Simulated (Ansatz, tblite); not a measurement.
**[AlClH3]- (AlH3Cl−): spin-state energies by level**

Aim: set other spin states of [AlClH3]- (AlH3Cl−) against its singlet, on many levels of theory.

The runs use Ansatz 0.2.0, Gaussian basis; as each input shows.

Plan: triplet, at the geometry of the singlet (GFN1-xTB, GFN2-xTB, PBE0-D4/def2-TZVPD, PBE-D4/def2-TZVPD, r2SCAN-D4/def2-TZVPD); the singlet's energies come from earlier runs.

### Step 1. The structure

The singlet was relaxed beforehand with PBE0-D4/def2-TZVPD.

5 atoms, charge -1, spin multiplicity 1.

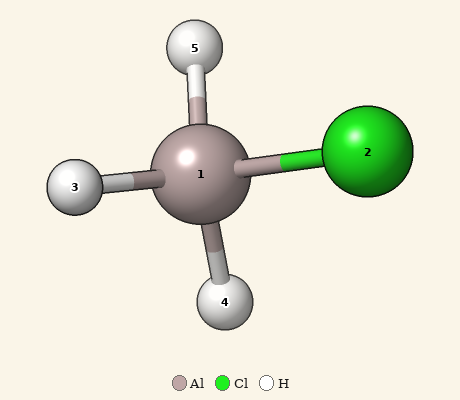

The geometry (aluminium light grey, chlorine green, hydrogen white); atoms are numbered from 1 in the order of the file.

As a file:

```xyz
5

Al   -0.0010    0.0016   -0.1596
Cl    0.0128   -0.0211    2.0800
H     1.5519    0.0116   -0.6497
H    -0.7862    1.3514   -0.6217
H    -0.7776   -1.3435   -0.6490
```

The ion is computed in the gas phase, without counter-ions or solvent.

### Step 2. Triplet at the fixed geometry, GFN1-xTB

Tight binding, by tblite at 300 K electronic temperature and without a spin-polarisation term:

```python
tblite.interface.Calculator('GFN1-xTB', numbers, positions, charge=-1, uhf=2).singlepoint()
```

Energy -195.1571 eV; 0.002 s.

### Step 3. Triplet at the fixed geometry, GFN2-xTB

Tight binding, by tblite at 300 K electronic temperature and without a spin-polarisation term:

```python
tblite.interface.Calculator('GFN2-xTB', numbers, positions, charge=-1, uhf=2).singlepoint()
```

Energy -196.1164 eV; 0.003 s.

### Step 4. Triplet at the fixed geometry, PBE0-D4/def2-TZVPD

in.yaml

```yaml
crystal:
  periodic: [false, false, false]
  atoms:
    - {symbol: Al, position_ang: [-0.000993, 0.001608, -0.159642]}
    - {symbol: Cl, position_ang: [0.012840, -0.021090, 2.079998]}
    - {symbol: H, position_ang: [1.551889, 0.011589, -0.649730]}
    - {symbol: H, position_ang: [-0.786163, 1.351353, -0.621662]}
    - {symbol: H, position_ang: [-0.777573, -1.343460, -0.648954]}
basis:
  gaussian: {orbitals: def2-TZVPD}
total_charge: -1
magnetization: {spin_polarized: true, initial_magnetization: 2}
hamiltonian: {xc: pbe0, dispersion: d4}
scf: {omitted_lower_state_checks: [starts]}
output: {orbitals: {seedname: orbitals}}
```

Launch:

```sh
> ansatz run in.yaml --threads 4 --pin off --events-out ev --progress --plain --max-ram 3916MiB
```

Standard output:

```text
Functional definition: PBE0
  name "PBE0"
  cite "Adamo & Barone, J. Chem. Phys. 110, 6158 (1999) doi:10.1063/1.478522"
  cite "Perdew, Burke & Ernzerhof, Phys. Rev. Lett. 77, 3865 (1996) doi:10.1103/PhysRevLett.77.3865"
  parent pbe
  parameter a = 0.25
  parameter kappa = 0.804
  parameter beta = 0.06672455060314922
  exchange = (1 - a)*pbe_x(kappa = kappa, mu = beta*pi^2/3) + a*exact_x
  correlation = pbe_c(beta = beta)
these checks for a lower state are left out or cut short: starts
755 factors; their error is unknown
mean field evaluation 1: about -19151.8112 eV, gradient 2.7e1 eV
mean field evaluation 2: about -19143.2049 eV, gradient 4.7e1 eV
mean field evaluation 4: about -19158.8720 eV, gradient 4.3e0 eV
mean field evaluation 8: about -19159.0846 eV, gradient 4.0e-1 eV
mean field evaluation 16: about -19159.1280 eV, gradient 5.4e-3 eV
mean field evaluation 32: about -19159.1280 eV, gradient 7.2e-5 eV
mean field -19159.12800089 eV, -704.0849675093 hartree, gradient 8.0e-6 eV, S^2 2.008143; 0 other end points of the search recorded, 0 dependent functions left out
reference -19159.12803847 eV, -704.0849688904 hartree; 18, 16 occupied and 98, 100 virtual orbitals, 755 factors
Total energy: -19159.21382413 eV, -704.0881214553 hartree
Checks for a lower state left out: starts
```

Run time: 4.1 s. Hardware: 4 threads of Arm Neoverse V2, shared host.

HOMO 2.08 eV, LUMO -2.47 eV (over both spins; with the spin held, an empty level of the minority spin lies below the top filled one); ⟨S²⟩ 2.008 (pure: 2.00). Doubts: highest occupied level lies above zero.

### Step 5. Triplet at the fixed geometry, PBE-D4/def2-TZVPD

start.molden holds the orbitals of an earlier run on this state, given as this run's starting guess.

Edit in.yaml of step 4 so:

```diff
@@ -9,6 +9,6 @@
 basis:
-  gaussian: {orbitals: def2-TZVPD}
+  gaussian: {orbitals: def2-TZVPD, initial_orbitals: start.molden}
 total_charge: -1
 magnetization: {spin_polarized: true, initial_magnetization: 2}
-hamiltonian: {xc: pbe0, dispersion: d4}
+hamiltonian: {xc: pbe, dispersion: d4}
 scf: {omitted_lower_state_checks: [starts]}
```

Same command.

Standard output:

```text
Functional definition: PBE
  name "PBE"
  cite "Perdew, Burke & Ernzerhof, Phys. Rev. Lett. 77, 3865 (1996) doi:10.1103/PhysRevLett.77.3865"
  parent pbe
  parameter kappa = 0.804
  parameter beta = 0.06672455060314922
  exchange = pbe_x(kappa = kappa, mu = beta*pi^2/3)
  correlation = pbe_c(beta = beta)
these checks for a lower state are left out or cut short: starts
697 factors; their error is unknown
mean field evaluation 1: about -19157.7853 eV, gradient 7.2e0 eV
mean field evaluation 2: about -19157.8566 eV, gradient 1.7e-1 eV
mean field evaluation 4: about -19157.8539 eV, gradient 1.8e-2 eV
mean field evaluation 8: about -19157.8539 eV, gradient 7.0e-5 eV
mean field evaluation 16: about -19157.8539 eV, gradient 3.7e-6 eV
mean field -19157.85388609 eV, -704.0381446541 hartree, gradient 3.7e-6 eV, S^2 2.002916; 0 other end points of the search recorded, 0 dependent functions left out
reference -19157.85393732 eV, -704.0381465368 hartree; 18, 16 occupied and 98, 100 virtual orbitals, 697 factors
Total energy: -19157.95574288 eV, -704.0418878220 hartree
Checks for a lower state left out: starts
```

Wall time 1.8 s (4 threads of Arm Neoverse V2, shared host).

From the report: HOMO 2.35 eV, LUMO -3.02 eV (over both spins; with the spin held, an empty level of the minority spin lies below the top filled one); ⟨S²⟩ 2.003 (pure: 2.00). Doubts: highest occupied level lies above zero.

### Step 6. Triplet at the fixed geometry, r2SCAN-D4/def2-TZVPD

Edit in.yaml of step 5 so:

```diff
@@ -12,3 +12,3 @@
 magnetization: {spin_polarized: true, initial_magnetization: 2}
-hamiltonian: {xc: pbe, dispersion: d4}
+hamiltonian: {xc: r2scan, dispersion: d4}
 scf: {omitted_lower_state_checks: [starts]}
```

Same command.

Standard output:

```text
Functional definition: r2SCAN
  name "r2SCAN"
  cite "Furness, Kaplan, Ning, Perdew & Sun, J. Phys. Chem. Lett. 11, 8208 (2020) doi:10.1021/acs.jpclett.0c02405"
  cite "Furness, Kaplan, Ning, Perdew & Sun, J. Phys. Chem. Lett. 11, 9248 (2020) doi:10.1021/acs.jpclett.0c03077"
  parent r2scan
  parameter k0 = 0.174
  parameter k1 = 0.065
  parameter a1 = 4.9479
  exchange = r2scan_x(k0 = k0, k1 = k1, a1 = a1)
  correlation = r2scan_c
these checks for a lower state are left out or cut short: starts
697 factors; their error is unknown
mean field evaluation 1: about -19165.0471 eV, gradient 5.1e0 eV
mean field evaluation 2: about -19165.0757 eV, gradient 7.8e-2 eV
mean field evaluation 4: about -19165.0701 eV, gradient 7.0e-2 eV
mean field evaluation 8: about -19165.0708 eV, gradient 6.7e-4 eV
mean field evaluation 16: about -19165.0708 eV, gradient 4.7e-5 eV
mean field -19165.07083294 eV, -704.3033625589 hartree, gradient 4.5e-6 eV, S^2 2.008249; 0 other end points of the search recorded, 0 dependent functions left out
reference -19165.07086234 eV, -704.3033636395 hartree; 18, 16 occupied and 98, 100 virtual orbitals, 697 factors
Total energy: -19165.09451875 eV, -704.3042329964 hartree
Checks for a lower state left out: starts
```

It took 6.5 s on 4 threads of Arm Neoverse V2, shared host.

Report: HOMO 2.42 eV, LUMO -3.03 eV (over both spins; with the spin held, an empty level of the minority spin lies below the top filled one); ⟨S²⟩ 2.008 (pure: 2.00). Doubts: highest occupied level lies above zero.

### Step 7. Triplet less singlet, vertical

The singlet's energies are those of its earlier runs, whose logs aren't repeated here.

```csv
level,"triplet less singlet, vertical (eV)",time
GFN1-xTB,+8.490,0.005 s
GFN2-xTB,+7.289,0.005 s
PBE-D4/def2-TZVPD,+5.151,2.4 s
r2SCAN-D4/def2-TZVPD,+5.510,8 s
PBE0-D4/def2-TZVPD,+5.676,4.9 s
```

Times add the two runs; a level without a time comes out of a correlated run. Tight binding without a spin term can't rank spin states.

### Step 8. Outcome

| quantity | value |
| --- | --- |
| triplet less singlet, vertical, functionals in def2-TZVPD | +5.151 (PBE-D4) to +5.676 eV (PBE0-D4) |

In words: All functionals put the triplet above the singlet, over a spread of 0.525 eV. The checks for a lower triplet were left out, so another state of that spin may lie lower. These are electronic energies, without zero-point motion, entropy or surroundings.

The anion's highest level is positive in at least one run, so there the basis alone may hold the extra electron.
